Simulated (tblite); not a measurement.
# CH5BrF2Ge2: the cost of one run

Programs: tblite 0.8.0 and PySCF 2.14.0, with density-fitted response routines of our own. Each step states its level of theory. These are calculated values for one molecule in the gas phase, unless marked as measured. Atoms count from 0, in the outputs and in this text.

**1. The starting structure**

11 atoms, charge 0, multiplicity 1; geometry from: force field or distance geometry start.

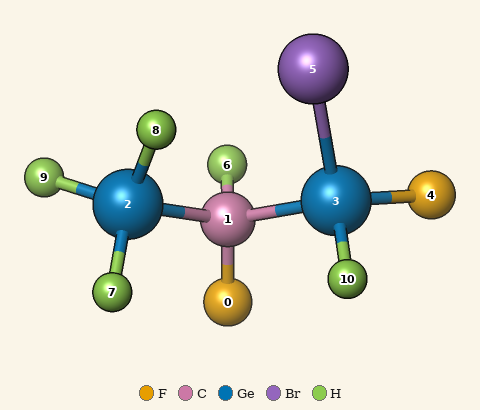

The starting geometry (fluorine amber, carbon pink, germanium blue, bromine purple, hydrogen green), atoms numbered.

**2. Relaxing the molecule with GFN2-xTB**

What the job is given:

```
{"job": {"kind": "relax", "xc": "GFN2-xTB", "basis": "xTB"}, "charge": 0, "multiplicity": 1}
F      0.108900    -2.107400     0.272300
C      0.047200    -0.867700    -0.343100
Ge    -1.577100     0.094100     0.062100
Ge     1.521000     0.299800     0.203100
F      3.059800    -0.347900    -0.357800
Br     1.061400     2.389500    -0.698100
H      0.141100    -0.967800    -1.433300
H     -1.928600    -0.064700     1.573000
H     -1.267600     1.601400    -0.196700
H     -2.709300    -0.438000    -0.851200
H      1.548600     0.411400     1.743700
```

Launch:

```bash
$ OMP_NUM_THREADS=1 python probes_run.py task.json out
```

One launch serves the whole session: the jobs run in the order shown.

Q: Estimate the wall time of this first job on 1 thread of Arm Neoverse N1, shared host.

About 1.5 s.
